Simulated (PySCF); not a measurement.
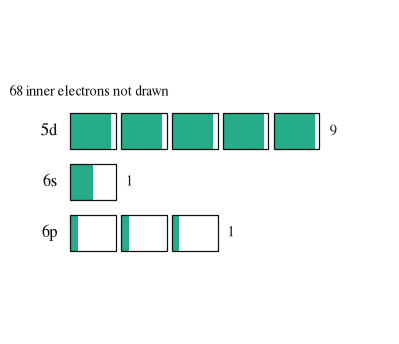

Fig. 1: The outer shells of the nominal configuration: a box for each of the 2l + 1 orbitals, shaded by the share of the shell that is filled, with the electron count at the right.

# Atomic calculation for Au

- system: Au, configuration 1s2 2s2 2p6 3s2 3p6 3d10 4s2 4p6 4d10 4f14 5s2 5p6 5d9 6s1 6p1, multiplicity 4.
- method: unrestricted PBE0, x2c-TZVPPall, spin-free X2C-1e, Gaussian nucleus (PySCF)

Input:
```python
from pyscf import gto, scf, dft, mp, cc
import basis_set_exchange as bse
mol = gto.M(atom="Au 0 0 0", charge=0, spin=3, symmetry="D2h",
            basis=gto.basis.parse(bse.get_basis("x2c-TZVPPall", elements=["Au"], fmt="nwchem")),
            nucmod="G")
mf = dft.UKS(mol, xc="PBE0").sfx2c1e()
mf.irrep_nelec = {'Ag': (12, 10), 'B1g': (3, 3), 'B2g': (3, 3), 'B3g': (3, 3), 'Au': (1, 1), 'B1u': (7, 6), 'B2u': (6, 6), 'B3u': (6, 6)}
mf.kernel()
```

The script is an equivalent of what the driver set up; the driver started from orbitals of its own, so the log can be shorter than this script's would be, and it computed the properties (radii, ⟨L²⟩, response) afterwards. It held the occupations shell by shell, which the script's counts by irreducible representation don't always enforce.

Hardware: 1 CPU thread, shared host.

Log (extracts):
```
damping factor = 0
level_shift factor = 0
DIIS = <class 'pyscf.scf.diis.CDIIS'>
diis_start_cycle = 1
diis_space = 10
diis_damp = 0
SCF conv_tol = 1e-09
SCF conv_tol_grad = None
number electrons alpha = 41  beta = 38
XC functionals = PBE0
    C. Adamo and V. Barone.,  J. Chem. Phys. 110, 6158 (1999)
    M. Ernzerhof and G. E. Scuseria.,  J. Chem. Phys. 110, 5029 (1999)
cycle= 1 E= -19014.0816495769  delta_E= -0.0198  |g|= 0.162  |ddm|= 0.359
cycle= 2 E= -19014.0811916828  delta_E= 0.000458  |g|= 0.154  |ddm|= 0.152
cycle= 3 E= -19014.0833555133  delta_E= -0.00216  |g|= 0.0163  |ddm|= 0.0777
cycle= 4 E= -19014.0834075485  delta_E= -5.2e-05  |g|= 0.000847  |ddm|= 0.0148
cycle= 5 E= -19014.0834078321  delta_E= -2.84e-07  |g|= 0.000151  |ddm|= 0.000907
cycle= 6 E= -19014.0834078387  delta_E= -6.59e-09  |g|= 1.07e-05  |ddm|= 0.000274
cycle= 7 E= -19014.0834078387  delta_E= -6.55e-11  |g|= 1.19e-06  |ddm|= 3.25e-05
converged SCF energy = -19014.0834078387  <S^2> = 3.7515374  2S+1 = 4.0007686
```

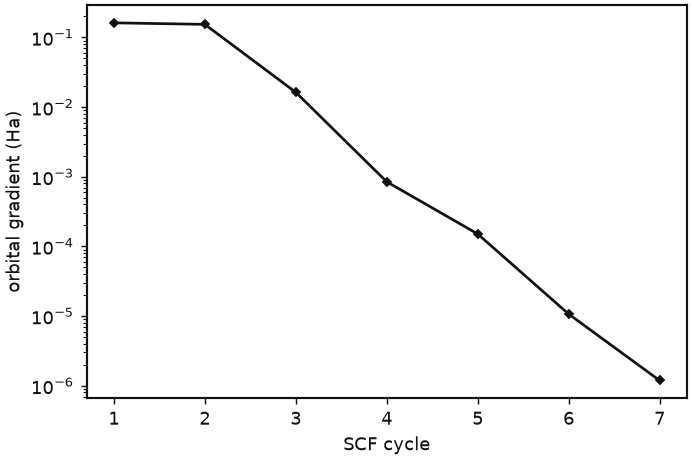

Fig. 2: Convergence: orbital gradient against the SCF cycle. The residual falls almost steadily, with no more than small rises or pauses. It goes from 0.16 to 1.2×10⁻⁶ in 7 steps.

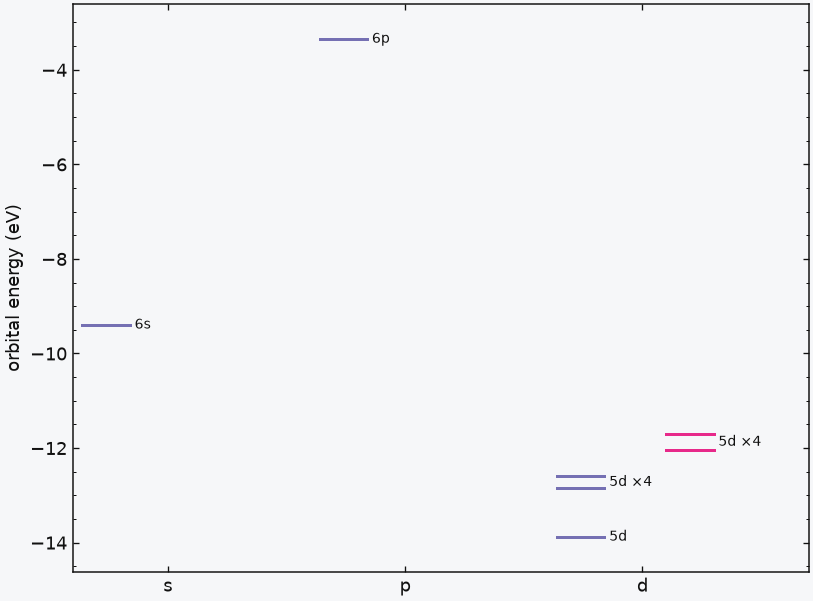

Fig. 3: Orbital energies of the mean field, from the top down to −13.9 eV, by angular momentum, α spin at the left of each column and β at the right; ×n counts the orbitals under one label. Empty levels that the record names by l alone aren't drawn. The highest filled orbital is 6p α at −3.35 eV, the lowest empty one d β at −7.69 eV.

Results in brief:

| quantity | value |
| --- | --- |
| outcome | converged |
| total energy | −19014.0834 hartree |
| ⟨S²⟩ | 3.752 |
| ⟨L²⟩ | 8.01 |
| SCF iterations | 7 |
| CPU time | 3.9 s (integrals apart) |

Notes:

This is not the ground configuration of the species. ⟨L²⟩ departs from that of the intended term, so the determinant mixes terms.
